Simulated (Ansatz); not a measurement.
We consider cubic perovskite TlMnCl3, described by HSE06 in Ansatz (plane waves, PAW).

Settings: plane-wave cutoff 460 eV, 6×6×6 k mesh, Fermi–Dirac smearing 0.01 eV, spin-polarised start, scalar-relativistic PAW data made under PBE.

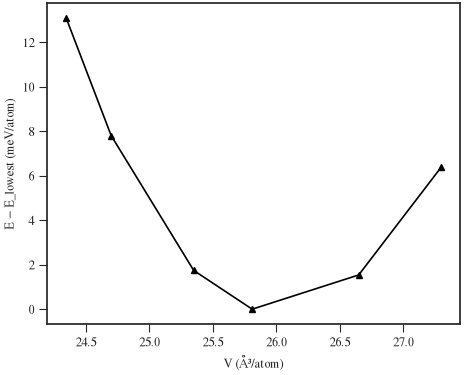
Figure: Total energy against volume

**Question.** From the curve, estimate the equilibrium volume and the bulk modulus.

**Answer.** V0 ≈ 26.0 Å³/atom and B0 ≈ 36 GPa; the fit gives V0 = 26.003 Å³/atom, B0 = 35.5 GPa, B′ = 4.6.

Note: the magnetic order was assumed, not searched for or taken from measurement; the relaxation could not lower the start's symmetry, so the cell can be a saddle point above a distorted one.

Spin–orbit coupling is not included; it can shift volumes and moduli of such heavy elements.

The computed numbers hold no vibrational or temperature effects.

Ansatz is a quantum-chemistry and plane-wave program.
